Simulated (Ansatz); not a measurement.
# KAuF3 (cubic perovskite) (Pm-3m): Hubbard U and Hund's J by constrained RPA, part 2 of 2

How strongly is the local Coulomb interaction screened in KAuF3 (cubic perovskite) (Pm-3m)?

Ansatz 0.2.0; non-magnetic LDA, then constrained RPA, plane waves, PAW.

So far. Step 3 (Constrained RPA: Au d, bands v5 to v1, 4×4×4 mesh …): On the Au d shell, screening brings the on-site interaction from 12.7 eV down to U = 4.66 eV.

The structure was built from a prototype and need not be the compound's stable phase.

### Step 4. Constrained RPA: Au d + anion p, bands v14 to v1, 4×4×4 mesh, medium accuracy

Level of this step: constrained RPA on LDA, plane waves, PAW (Ansatz).

The input, input.yaml:

```yaml
crystal:
  lattice:
    - [0.0, -4.32778329, 0.0]
    - [0.0, 0.0, 4.32778329]
    - [-4.32778329, 0.0, 0.0]
  atoms:
    - { symbol: K, position: [0.0, 0.0, 0.0] }
    - { symbol: Au, position: [0.5, 0.5, 0.5] }
    - { symbol: F, position: [0.5, 0.5, 0.0] }
    - { symbol: F, position: [0.5, 0.0, 0.5] }
    - { symbol: F, position: [0.0, 0.5, 0.5] }
kpoints:
  mp_grid: { grid: [6, 6, 6] }
hamiltonian:
  xc: lda
scf:
  occupations: { method: gaussian, width: 0.08 }
  n_extra_bands: 19
  max_iter: 150
  lower_state_search: "off"
output:
  crpa:
    kmesh: [4, 4, 4]
    target_bands: [v14, v1]
    projections: [{ species: Au, l: d, shell: 5 }, { species: F, l: p, shell: 2 }]
  local_orbitals:
    kmesh: [8, 8, 8]
    orbitals: [{ species: Au, l: d, shell: 5 }, { species: F, l: p, shell: 2 }]
    window: { bands: [v14, v1] }
    seedname: lo
```

Run with:

```console
$ ansatz run input.yaml --threads 4 --pin off --max-ram 9216MiB --backend cpu --events-out ev --progress --plain --runs-dir out
```

Numbers of over 12 decimals in the logs are rounded to 6 here.

Log:

```text
[...]
Crystal: 5 atoms, lattice volume = 81.058 Å³
Basis set: ecut = 420 eV, 1575 PW (Γ)
Bands: 44, of which v1, the nominal top of the filled ones, is band 25 counted from 1 (24 counted from 0)
Symmetry: 48 space group operations
[...]
k-points: 20 of 216
[...]
SCF iter   1: F=—  HF=-16742.032285 eV  |F-HF|=—  |Δ(HF+E_count)|=         —  Δρ=1.95e-2  dr2=2.23e-1  ethr=1.77e-3  ⟨swp⟩=5.8  Hψ=3991  notcnv=0  defer=157
[...]
SCF iter   8: F=-16741.966089 eV  HF=-16741.966089 eV  |F-HF|=1.22e-9  |Δ(HF+E_count)|=   4.75e-8  Δρ=2.05e-6  dr2=1.84e-9  ethr=2.04e-10  ⟨swp⟩=11.8  Hψ=4644  notcnv=0
SCF 1 converged in 8 iterations: F = -16741.966089 eV  dr2 = 1.84e-9
[...]
cRPA screening: q 1/64
cRPA screening: q 2/64
cRPA screening: q 8/64 (q-point 3)
cRPA screening: q 11/64 (q-point 6)
cRPA screening: q 17/64 (q-point 7)
cRPA screening: q 29/64 (q-point 8)
cRPA screening: q 35/64 (q-point 11)
cRPA screening: q 38/64 (q-point 22)
cRPA screening: q 40/64 (q-point 23)
cRPA screening: q 46/64 (q-point 24)
cRPA screening: q 52/64 (q-point 27)
cRPA screening: q 58/64 (q-point 28)
cRPA screening: q 64/64 (q-point 43)
SCF converged after 8 iterations
Free energy (F): -16741.966089 eV
[...]
Internal energy: -16741.953065 eV  (E = F + TS)
E sigma→0 (E₀):  -16741.959577 eV
Entropy (-TS):   -0.013024 eV (-2.605 meV/atom)
Fermi energy:    6.868736 eV
[...]
--- Band table (eV; the first three rows and the last of 20) ---
  k-point 0: bands = [... 21 lower, 3.3864, 3.3864, 4.2141, 4.2141, 7.1723, 12.6531, 12.6531, 12.9351, ... 15 higher]
  k-point 1: bands = [... 21 lower, 3.7810, 3.7810, 4.2161, 4.8321, 7.7098, 12.6381, 12.8221, 13.1816, ... 15 higher]
  k-point 2: bands = [... 21 lower, 4.2197, 4.3149, 4.3149, 5.4245, 9.1082, 12.1143, 13.1795, 14.1985, ... 15 higher]
  k-point 19: bands = [... 21 lower, 4.9963, 4.9963, 7.6763, 7.6763, 12.3520, 12.3520, 12.3520, 13.0567, ... 15 higher]
[...]
χ-basis size per q: N_G = 257..304
[...]
Each shell's averages of U are screened by what lies outside the whole window alone: parameters of one model of all the shells.
[...]
screened: U = 6.7361 eV, U' = 5.7231 eV, J = 0.5058 eV
      screened, to within: U = 1.7e-2 eV, U' = 1.7e-2 eV, J = 7.0e-4 eV
      bare: V = 16.9379 eV, V' = 15.5735 eV, J = 0.6827 eV
    Site 2, 2P, 3 of 3 p orbitals (Wannier functions 6, 7, 8; wannier90's mr 1, 2, 3):
      screened: U = 8.4433 eV, U' = 6.7450 eV, J = 0.8305 eV
      screened, to within: U = 3.4e-2 eV, U' = 3.4e-2 eV, J = 1.3e-3 eV
      bare: V = 22.1473 eV, V' = 20.0103 eV, J = 1.0512 eV
    Site 3, 2P, 3 of 3 p orbitals (Wannier functions 9, 10, 11; wannier90's mr 1, 2, 3):
      screened: U = 8.4433 eV, U' = 6.7450 eV, J = 0.8305 eV
      screened, to within: U = 3.4e-2 eV, U' = 3.4e-2 eV, J = 1.3e-3 eV
      bare: V = 22.1473 eV, V' = 20.0103 eV, J = 1.0512 eV
    Site 4, 2P, 3 of 3 p orbitals (Wannier functions 12, 13, 14; wannier90's mr 1, 2, 3):
      screened: U = 8.4433 eV, U' = 6.7450 eV, J = 0.8305 eV
      screened, to within: U = 3.4e-2 eV, U' = 3.4e-2 eV, J = 1.3e-3 eV
      bare: V = 22.1473 eV, V' = 20.0103 eV, J = 1.0512 eV
[...]
```

Run time: 3.2 min. Hardware: 4 threads of Arm Neoverse V2, shared host; peak memory 0.77 GiB.

This step gave:

```yaml
u: 6.736 eV
u_prime_inter_orbital: 5.723 eV
j: 0.5058 eV
bare_v: 16.94 eV
bare_j: 0.6827 eV
stated_bound_on_u: 0.01635 eV
u_over_bare_v: 0.3977
electrons_in_the_window: 27.00
head_of_the_constrained_inverse_dielectric_matrix: 0.3460
least_eigenvalue_of_the_projection_s_overlap: 0.6598
target_functions: 14
bands_in_the_sums: 50
r_m_s_miss_of_the_model_bands: 1.22e-4 eV
width_of_the_target_bands: 9.131 eV
weight_of_the_projected_orbitals_in_the_window: 0.9683
```

On the Au d shell, screening brings the on-site interaction from 16.9 eV down to U = 6.74 eV.

Kanamori averages over each shell's functions. Crpa shells, by row:

| site | element | shell | orbitals | U (eV) | U' (eV) | J (eV) | bare V (eV) | bare V' (eV) | bare J (eV) | bound on U (eV) |
| --- | --- | --- | --- | --- | --- | --- | --- | --- | --- | --- |
| 2 | Au | 5D | 5 | 6.736 | 5.723 | 0.5058 | 16.94 | 15.57 | 0.6827 | 0.01635 |
| 3 | F | 2P | 3 | 8.443 | 6.745 | 0.8305 | 22.15 | 20.01 | 1.051 | 0.03365 |
| 4 | F | 2P | 3 | 8.443 | 6.745 | 0.8305 | 22.15 | 20.01 | 1.051 | 0.03365 |
| 5 | F | 2P | 3 | 8.443 | 6.745 | 0.8305 | 22.15 | 20.01 | 1.051 | 0.03365 |

Density-density elements U_iijj, eV. U matrix, by row:

| orbital | Au2 dz2 | Au2 dxz | Au2 dyz | Au2 dx2-y2 | Au2 dxy | F3 pz | F3 px | F3 py | F4 pz | F4 px | F4 py | F5 pz | F5 px | F5 py |
| --- | --- | --- | --- | --- | --- | --- | --- | --- | --- | --- | --- | --- | --- | --- |
| Au2 dz2 | 6.79 | 5.89 | 5.89 | 5.589 | 5.567 | 2.295 | 2.485 | 2.291 | 2.719 | 2.46 | 2.46 | 2.295 | 2.291 | 2.485 |
| Au2 dxz | 5.89 | 6.7 | 5.65 | 5.675 | 5.65 | 2.421 | 2.613 | 2.391 | 2.613 | 2.421 | 2.391 | 2.26 | 2.26 | 2.43 |
| Au2 dyz | 5.89 | 5.65 | 6.7 | 5.675 | 5.65 | 2.26 | 2.43 | 2.26 | 2.613 | 2.391 | 2.421 | 2.421 | 2.391 | 2.613 |
| Au2 dx2-y2 | 5.589 | 5.675 | 5.675 | 6.79 | 5.997 | 2.403 | 2.641 | 2.407 | 2.407 | 2.237 | 2.237 | 2.403 | 2.407 | 2.641 |
| Au2 dxy | 5.567 | 5.65 | 5.65 | 5.997 | 6.7 | 2.391 | 2.613 | 2.421 | 2.43 | 2.26 | 2.26 | 2.391 | 2.421 | 2.613 |
| F3 pz | 2.295 | 2.421 | 2.26 | 2.403 | 2.391 | 8.814 | 6.588 | 7.059 | 1.747 | 1.767 | 1.708 | 1.666 | 1.708 | 1.704 |
| F3 px | 2.485 | 2.613 | 2.43 | 2.641 | 2.613 | 6.588 | 7.701 | 6.588 | 1.76 | 1.747 | 1.704 | 1.704 | 1.747 | 1.76 |
| F3 py | 2.291 | 2.391 | 2.26 | 2.407 | 2.421 | 7.059 | 6.588 | 8.814 | 1.704 | 1.708 | 1.666 | 1.708 | 1.767 | 1.747 |
| F4 pz | 2.719 | 2.613 | 2.613 | 2.407 | 2.43 | 1.747 | 1.76 | 1.704 | 7.701 | 6.588 | 6.588 | 1.747 | 1.704 | 1.76 |
| F4 px | 2.46 | 2.421 | 2.391 | 2.237 | 2.26 | 1.767 | 1.747 | 1.708 | 6.588 | 8.814 | 7.059 | 1.708 | 1.666 | 1.704 |
| F4 py | 2.46 | 2.391 | 2.421 | 2.237 | 2.26 | 1.708 | 1.704 | 1.666 | 6.588 | 7.059 | 8.814 | 1.767 | 1.708 | 1.747 |
| F5 pz | 2.295 | 2.26 | 2.421 | 2.403 | 2.391 | 1.666 | 1.704 | 1.708 | 1.747 | 1.708 | 1.767 | 8.814 | 7.059 | 6.588 |
| F5 px | 2.291 | 2.26 | 2.391 | 2.407 | 2.421 | 1.708 | 1.747 | 1.767 | 1.704 | 1.666 | 1.708 | 7.059 | 8.814 | 6.588 |
| F5 py | 2.485 | 2.43 | 2.613 | 2.641 | 2.613 | 1.704 | 1.76 | 1.747 | 1.76 | 1.704 | 1.747 | 6.588 | 6.588 | 7.701 |

Exchange elements U_ijji, eV. J matrix, by row:

| orbital | Au2 dz2 | Au2 dxz | Au2 dyz | Au2 dx2-y2 | Au2 dxy | F3 pz | F3 px | F3 py | F4 pz | F4 px | F4 py | F5 pz | F5 px | F5 py |
| --- | --- | --- | --- | --- | --- | --- | --- | --- | --- | --- | --- | --- | --- | --- |
| Au2 dz2 | - | 0.426 | 0.426 | 0.6 | 0.591 | 0.01 | 0.034 | 0.01 | 0.087 | 0.034 | 0.034 | 0.01 | 0.01 | 0.034 |
| Au2 dxz | 0.426 | - | 0.524 | 0.536 | 0.524 | 0.019 | 0.042 | 0.003 | 0.042 | 0.019 | 0.003 | 0.002 | 0.002 | 0.019 |
| Au2 dyz | 0.426 | 0.524 | - | 0.536 | 0.524 | 0.002 | 0.019 | 0.002 | 0.042 | 0.003 | 0.019 | 0.019 | 0.003 | 0.042 |
| Au2 dx2-y2 | 0.6 | 0.536 | 0.536 | - | 0.371 | 0.026 | 0.07 | 0.026 | 0.017 | 0.002 | 0.002 | 0.026 | 0.026 | 0.07 |
| Au2 dxy | 0.591 | 0.524 | 0.524 | 0.371 | - | 0.003 | 0.042 | 0.019 | 0.019 | 0.002 | 0.002 | 0.003 | 0.019 | 0.042 |
| F3 pz | 0.01 | 0.019 | 0.002 | 0.026 | 0.003 | - | 0.806 | 0.88 | 0.004 | 0.003 | 0.001 | 0 | 0.001 | 0.003 |
| F3 px | 0.034 | 0.042 | 0.019 | 0.07 | 0.042 | 0.806 | - | 0.806 | 0.012 | 0.004 | 0.003 | 0.003 | 0.004 | 0.012 |
| F3 py | 0.01 | 0.003 | 0.002 | 0.026 | 0.019 | 0.88 | 0.806 | - | 0.003 | 0.001 | 0 | 0.001 | 0.003 | 0.004 |
| F4 pz | 0.087 | 0.042 | 0.042 | 0.017 | 0.019 | 0.004 | 0.012 | 0.003 | - | 0.806 | 0.806 | 0.004 | 0.003 | 0.012 |
| F4 px | 0.034 | 0.019 | 0.003 | 0.002 | 0.002 | 0.003 | 0.004 | 0.001 | 0.806 | - | 0.88 | 0.001 | 0 | 0.003 |
| F4 py | 0.034 | 0.003 | 0.019 | 0.002 | 0.002 | 0.001 | 0.003 | 0 | 0.806 | 0.88 | - | 0.003 | 0.001 | 0.004 |
| F5 pz | 0.01 | 0.002 | 0.019 | 0.026 | 0.003 | 0 | 0.003 | 0.001 | 0.004 | 0.001 | 0.003 | - | 0.88 | 0.806 |
| F5 px | 0.01 | 0.002 | 0.003 | 0.026 | 0.019 | 0.001 | 0.004 | 0.003 | 0.003 | 0 | 0.001 | 0.88 | - | 0.806 |
| F5 py | 0.034 | 0.019 | 0.042 | 0.07 | 0.042 | 0.003 | 0.012 | 0.004 | 0.012 | 0.003 | 0.004 | 0.806 | 0.806 | - |

Projected local orbitals of the target window. The electronic bands at the labelled points (eV, zero at the Fermi level; # counts the bands kept):

| point | #11 | #12 | #13 | #14 |
| --- | --- | --- | --- | --- |
| Γ | -3.48 | -3.48 | -2.65 | -2.65 |
| X | -2.65 | -2.33 | -2.33 | -1.27 |
| M | -2.33 | -2.07 | -1.90 | 0.81 |
| Γ | -3.48 | -3.48 | -2.65 | -2.65 |
| R | -1.87 | -1.87 | 0.81 | 0.81 |
| X | -2.65 | -2.33 | -2.33 | -1.27 |
| jump to R | -1.87 | -1.87 | 0.81 | 0.81 |
| M | -2.33 | -2.07 | -1.90 | 0.81 |

The same for Kohn-Sham, solved directly:

| point | #11 | #12 | #13 | #14 |
| --- | --- | --- | --- | --- |
| Γ | -3.48 | -3.48 | -2.65 | -2.65 |
| X | -2.65 | -2.33 | -2.33 | -1.27 |
| M | -2.33 | -2.07 | -1.90 | 0.81 |
| Γ | -3.48 | -3.48 | -2.65 | -2.65 |
| R | -1.87 | -1.87 | 0.81 | 0.81 |
| X | -2.65 | -2.33 | -2.33 | -1.27 |
| R | -1.87 | -1.87 | 0.81 | 0.81 |
| M | -2.33 | -2.07 | -1.90 | 0.81 |

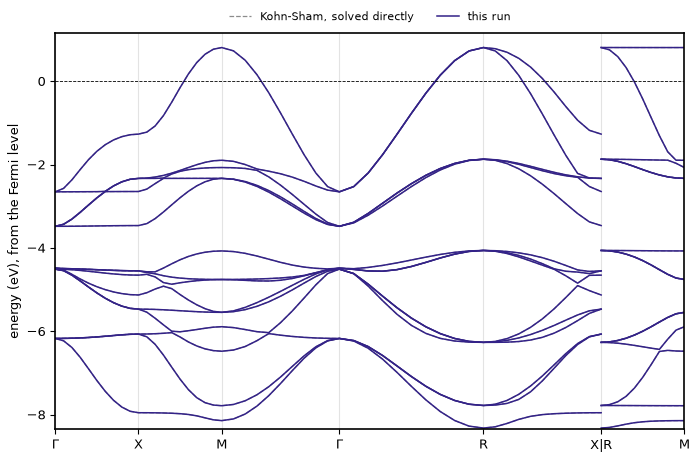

Electronic bands along the path; dashed: Kohn-Sham, solved directly.

Onsite levels, by row:

| orbital | level less Fermi level (eV) |
| --- | --- |
| Au2 dz2 | -2.754 |
| Au2 dxz | -3.395 |
| Au2 dyz | -3.395 |
| Au2 dx2-y2 | -2.754 |
| Au2 dxy | -3.395 |
| F3 pz | -4.622 |
| F3 px | -5.857 |
| F3 py | -4.622 |
| F4 pz | -5.857 |
| F4 px | -4.622 |
| F4 py | -4.622 |
| F5 pz | -4.622 |
| F5 px | -4.622 |
| F5 py | -5.857 |

Largest distinct elements between sites. Hoppings, by row:

| from | to | cell | distance (Å) | t (eV) |
| --- | --- | --- | --- | --- |
| F4 pz | Au2 dz2 | 0 0 0 | 2.164 | -1.636 |
| Au2 dx2-y2 | F5 py | 0 0 0 | 2.164 | -1.417 |
| F5 py | Au2 dz2 | 0 0 0 | 2.164 | -0.8179 |
| F5 px | Au2 dxy | 0 0 0 | 2.164 | -0.7395 |
| F3 px | F4 pz | 0 1 -1 | 3.06 | 0.3699 |
| F5 pz | F4 pz | -1 0 0 | 3.06 | 0.1226 |
| F5 pz | F4 py | 0 1 0 | 3.06 | -0.1092 |
| F5 px | F5 px | 1 0 0 | 4.328 | -0.0722 |
| F3 px | Au2 dz2 | 0 -1 0 | 4.839 | 0.0581 |
| F5 py | Au2 dx2-y2 | 0 0 1 | 4.839 | 0.0541 |
| F4 pz | F4 pz | 1 0 0 | 4.328 | -0.0511 |
| F5 px | F4 px | -1 1 0 | 3.06 | -0.0501 |

### Step 5. The windows together

Times are wall times on 4 threads of Arm Neoverse V2, shared host, good to a factor of about two.

| target | bands | functions | width (eV) | bare V (eV) | U (eV) | U′ (eV) | J (eV) | U/V | time |
| --- | --- | --- | --- | --- | --- | --- | --- | --- | --- |
| Au d | v5–v1 | 5 | 4.29 | 12.66 | 4.66 | 3.99 | 0.31 | 0.37 | 66 s |
| Au d + anion p | v14–v1 | 14 | 9.13 | 16.94 | 6.74 | 5.72 | 0.51 | 0.40 | 3.2 min |

### Step 6. Summary of results

* Au d: U 4.66 eV, U′ 3.99 eV, J 0.31 eV, bare V 12.7 eV
* Au d + anion p: U 6.74 eV, U′ 5.72 eV, J 0.51 eV, bare V 16.9 eV
* method: constrained RPA on non-magnetic LDA, 4×4×4 mesh, static; search for lower states off

In words: For Au d, screening cuts the on-site interaction from 12.66 eV to 4.66 eV (37 %), while J goes only from 0.43 eV to 0.31 eV: the monopole is screened far more than the multipoles. U − 2J differs from U′ by +0.05 eV, so the Kanamori relation holds well. U is 1.1 times the width of the target bands. With the window Au d + anion p U becomes 6.74 eV and the bare V 16.94 eV, so U/V goes from 0.37 to 0.40. The parent state is non-magnetic and the interaction static (zero frequency); U depends on the window and the orbitals, so it belongs to this model alone. The bands cross the Fermi level under this constraint, which need not be the crystal's state: magnetic order, correlation or a lattice distortion may open a gap. Spin-orbit coupling, which is strong for atoms this heavy, is left out. A window that holds the anion p bands defines a model with explicit ligands; its U belongs to that model and is not the U of DFT+U.

[Paths, hosts, dates, memory and timing lines, banners, echoed tables and standing remarks are left out of the program output.]

[Logs are printed without paths, hosts, clocks, repeated set-up lines and the standing remarks that a program may print on its own settings, such as how far it seeks lower states.]

[Runs of the session that timed out or met a known fault of the program may be left out.]

[Hosts, paths, dates, database ids (printed as entryN), source tags and the programs' standing remarks are cut or masked in the printed files.]
